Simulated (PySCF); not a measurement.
SMILES [GeH3][Zn][I] at its CAM-B3LYP/def2-SVP optimised geometry (Å):

```
6

Zn    -0.7581     0.3610     0.0000
I     -1.6453     2.6407     0.0085
Ge     0.1073    -1.8581     0.0000
H     -0.3569    -2.6377     1.2419
H     -0.3570    -2.6407    -1.2398
H      1.6453    -1.8581     0.0000
```

Level of theory: CAM-B3LYP/def2-TZVP, def2 effective core potentials past Kr (PySCF). The core electrons that the potentials of I replace are not part of the density. Cells within 0.4 Å of a nucleus heavier than hydrogen are left out (blank, or x).

Map of the deformation density (molecule minus spherical neutral atoms) (e/bohr³) on the plane z = 0.0 Å:

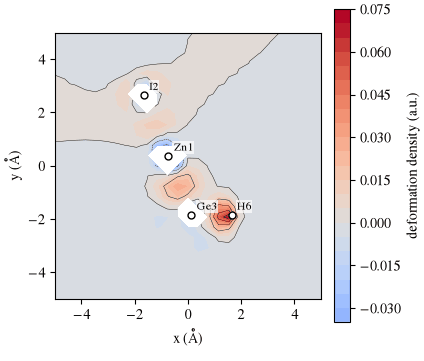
Figure: Deformation density (molecule minus spherical neutral atoms) (e/bohr³) on the plane z = 0.0 Å.
